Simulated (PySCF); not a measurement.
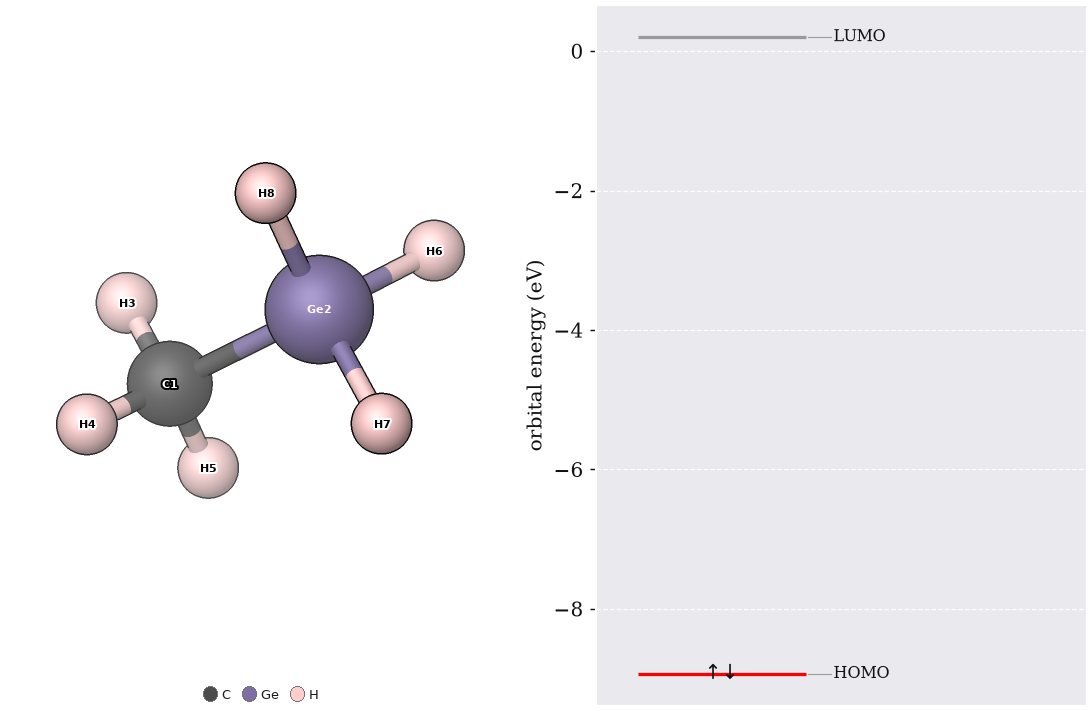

CH₆Ge, SMILES [CH3][GeH3], singlet. Kohn-Sham orbital energies near the frontier, PBE0/def2-TZVPD with PySCF 2.14.0, at a PBE0-D3(BJ)/def2-SVP geometry (no frequency check), isolated molecule; empty levels in grey, levels within 0.03 eV side by side.

### Where do the frontier orbitals lie?

HOMO at −8.93 eV, LUMO at 0.20 eV, 9.13 eV apart.

### List the levels with the atoms that carry most of them (a dash for levels above zero or within 0.03 eV of another, where shares mean little).

```
orbital  energy (eV)                      Löwdin shares
   LUMO         0.20                                  –
   HOMO        −8.93  C1 45 %, Ge2 27 %, H6/H7 5 % each
```

Known limits of this run: empty levels above zero depend strongly on the basis.
